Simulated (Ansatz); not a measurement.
# GeNH₄ radical: an energy map over bond length N1–Ge2 and bond length Ge2–H5, part 2 of 2

How does the energy of GeH₄N, SMILES [NH][GeH3], spin multiplicity 2 change over two coordinates at once? A grid of runs gives the map.

Ansatz 0.2.0; UKS B3LYP-D4/def2-TZVP. Earlier steps stand in the parts before.

**7. The map**

169 points were computed. Energies in eV, from the relaxed molecule at the same level:

```
bond length Ge2–H5 (Å) ↓, bond length N1–Ge2 (Å) →  1.617  1.702  1.786  1.871  1.955  2.040  2.125  2.209  2.294  2.378  2.463  2.548  2.632
                                             2.006   1.81   1.25   0.98   0.91   0.98   1.13   1.34   1.58   1.83   2.09   2.35   2.59   2.82
                                             1.947   1.67   1.09   0.82   0.75   0.81   0.96   1.16   1.40   1.66   1.92   2.17   2.42   2.65
                                             1.888   1.52   0.94   0.67   0.59   0.65   0.79   1.00   1.23   1.49   1.75   2.01   2.25   2.48
                                             1.829   1.39   0.80   0.52   0.44   0.50   0.64   0.84   1.08   1.33   1.59   1.85   2.10   2.33
                                             1.769   1.27   0.67   0.38   0.30   0.35   0.50   0.70   0.93   1.18   1.44   1.70   1.95   2.18
                                             1.710   1.16   0.56   0.27   0.18   0.23   0.37   0.57   0.81   1.06   1.31   1.57   1.82   2.05
                                             1.651   1.07   0.47   0.17   0.08   0.13   0.27   0.47   0.70   0.96   1.21   1.47   1.72   1.95
                                             1.592   1.02   0.41   0.11   0.02   0.07   0.21   0.41   0.64   0.89   1.14   1.40   1.65   1.88
                                             1.533   1.02   0.40   0.10   0.00   0.05   0.19   0.38   0.61   0.87   1.12   1.38   1.62   1.86
                                             1.474   1.07   0.45   0.14   0.04   0.09   0.22   0.42   0.65   0.90   1.16   1.41   1.66   1.89
                                             1.415   1.20   0.57   0.26   0.16   0.21   0.34   0.54   0.77   1.02   1.27   1.53   1.78   2.01
                                             1.355   1.43   0.80   0.49   0.39   0.43   0.56   0.76   0.99   1.24   1.49   1.75   1.99   2.23
                                             1.296   1.79   1.16   0.84   0.73   0.77   0.91   1.10   1.33   1.58   1.83   2.09   2.34   2.57
```

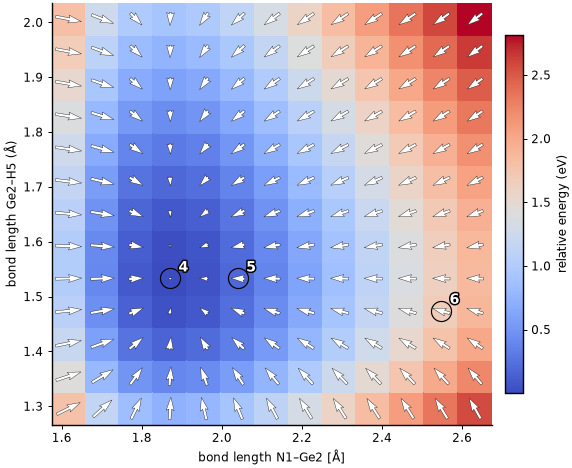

The map; numbers mark the steps of this session that print a point's run. In the figure: one coloured cell a grid point, arrows along the force (downhill), longer where it is stronger.

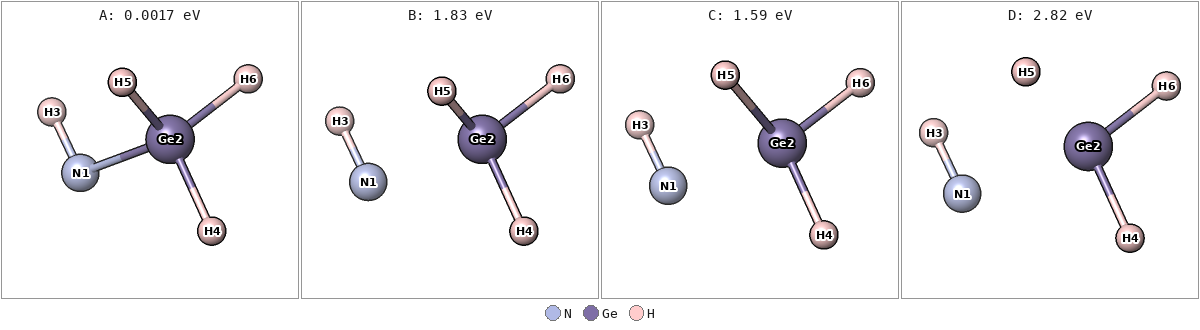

Structures on the grid, at one scale: A at (1.871 Å, 1.533 Å); B at (2.378 Å, 1.296 Å); C at (2.378 Å, 1.829 Å); D at (2.632 Å, 2.006 Å).

The largest force on an atom (eV/Å) at each point:

| bond length Ge2–H5 (Å) ↓, bond length N1–Ge2 (Å) → | 1.617 | 1.702 | 1.786 | 1.871 | 1.955 | 2.040 | 2.125 | 2.209 | 2.294 | 2.378 | 2.463 | 2.548 | 2.632 |
| --- | --- | --- | --- | --- | --- | --- | --- | --- | --- | --- | --- | --- | --- |
| 2.006 | 9.2 | 5.5 | 3.3 | 2.9 | 2.9 | 3.0 | 3.1 | 3.3 | 3.3 | 3.3 | 3.3 | 3.2 | 3.2 |
| 1.947 | 9.3 | 5.5 | 3.3 | 2.8 | 2.8 | 2.9 | 3.0 | 3.2 | 3.3 | 3.3 | 3.2 | 3.2 | 3.1 |
| 1.888 | 9.3 | 5.5 | 3.2 | 2.6 | 2.6 | 2.7 | 2.9 | 3.1 | 3.2 | 3.2 | 3.1 | 3.1 | 3.0 |
| 1.829 | 9.4 | 5.5 | 3.2 | 2.4 | 2.5 | 2.5 | 2.8 | 3.0 | 3.1 | 3.1 | 3.0 | 3.0 | 2.9 |
| 1.769 | 9.4 | 5.5 | 3.1 | 2.2 | 2.3 | 2.4 | 2.7 | 2.9 | 2.9 | 3.0 | 2.9 | 2.8 | 2.7 |
| 1.710 | 9.4 | 5.4 | 2.9 | 1.9 | 1.9 | 2.2 | 2.5 | 2.7 | 2.8 | 2.8 | 2.7 | 2.6 | 2.5 |
| 1.651 | 9.2 | 5.2 | 2.6 | 1.4 | 1.4 | 1.9 | 2.4 | 2.6 | 2.7 | 2.7 | 2.7 | 2.5 | 2.4 |
| 1.592 | 9.1 | 5.0 | 2.3 | 0.7 | 1.1 | 1.9 | 2.4 | 2.6 | 2.7 | 2.7 | 2.7 | 2.5 | 2.4 |
| 1.533 | 9.1 | 4.9 | 2.1 | 0.2 | 1.1 | 1.9 | 2.4 | 2.6 | 2.7 | 2.7 | 2.7 | 2.6 | 2.4 |
| 1.474 | 9.2 | 4.9 | 2.1 | 1.3 | 1.8 | 2.4 | 2.8 | 3.0 | 3.1 | 3.0 | 2.9 | 2.8 | 2.6 |
| 1.415 | 9.2 | 5.0 | 2.8 | 2.8 | 3.1 | 3.6 | 3.9 | 4.1 | 4.1 | 4.1 | 4.0 | 3.9 | 3.7 |
| 1.355 | 9.3 | 5.5 | 4.8 | 4.7 | 4.9 | 5.3 | 5.6 | 5.7 | 5.7 | 5.7 | 5.6 | 5.6 | 5.4 |
| 1.296 | 9.5 | 7.2 | 7.2 | 7.2 | 7.3 | 7.6 | 7.8 | 7.9 | 8.0 | 7.9 | 7.9 | 7.8 | 7.7 |

The dipole moment (D) at each point:

```tsv
bond length Ge2–H5 (Å) ↓, bond length N1–Ge2 (Å) →	1.617	1.702	1.786	1.871	1.955	2.040	2.125	2.209	2.294	2.378	2.463	2.548	2.632
2.006	1.31	1.27	1.26	1.28	1.33	1.39	1.46	1.54	1.62	1.69	1.75	1.78	1.76
1.947	1.32	1.28	1.27	1.30	1.34	1.41	1.49	1.57	1.65	1.73	1.79	1.82	1.81
1.888	1.33	1.29	1.29	1.32	1.37	1.44	1.53	1.61	1.69	1.77	1.83	1.87	1.85
1.829	1.35	1.32	1.32	1.35	1.40	1.48	1.56	1.65	1.74	1.81	1.88	1.91	1.90
1.769	1.38	1.35	1.35	1.39	1.45	1.52	1.61	1.70	1.78	1.86	1.93	1.96	1.96
1.710	1.41	1.38	1.39	1.43	1.49	1.57	1.66	1.75	1.83	1.91	1.98	2.02	2.01
1.651	1.45	1.43	1.44	1.48	1.54	1.62	1.71	1.80	1.88	1.96	2.03	2.07	2.07
1.592	1.49	1.47	1.48	1.53	1.59	1.67	1.76	1.85	1.94	2.01	2.08	2.12	2.12
1.533	1.54	1.52	1.54	1.58	1.64	1.73	1.81	1.90	1.99	2.07	2.13	2.18	2.18
1.474	1.59	1.57	1.59	1.63	1.70	1.78	1.87	1.95	2.04	2.12	2.18	2.23	2.23
1.415	1.64	1.62	1.64	1.69	1.75	1.83	1.92	2.01	2.09	2.17	2.23	2.28	2.28
1.355	1.69	1.67	1.69	1.74	1.81	1.89	1.97	2.06	2.14	2.22	2.28	2.33	2.33
1.296	1.73	1.72	1.75	1.79	1.86	1.94	2.02	2.11	2.19	2.26	2.33	2.37	2.37
```

**8. Summary of results**

The summary covers parts 1 to 2.

| quantity | value |
| --- | --- |
| lowest point | (1.871 Å, 1.533 Å), 0.0017 eV |
| highest computed point | (2.632 Å, 2.006 Å), 2.82 eV above the lowest |
| largest force on an atom (eV/Å) | 0.2 at (1.871 Å, 1.533 Å) to 9.5 at (1.617 Å, 1.296 Å); 0.2 at the lowest point |
| dipole moment (D) | 1.26 at (1.786 Å, 2.006 Å) to 2.37 at (2.632 Å, 1.296 Å); 1.58 at the lowest point |
| time for the whole task | 12 min on 1 thread, shared host |

The lowest computed point is at (1.871 Å, 1.533 Å), 0.0017 eV from the relaxed molecule at the same level. No other kind of well shows on this grid. The highest computed point, (2.632 Å, 2.006 Å), lies 2.82 eV above the lowest. Round the minimum the two coordinates are nearly uncoupled.
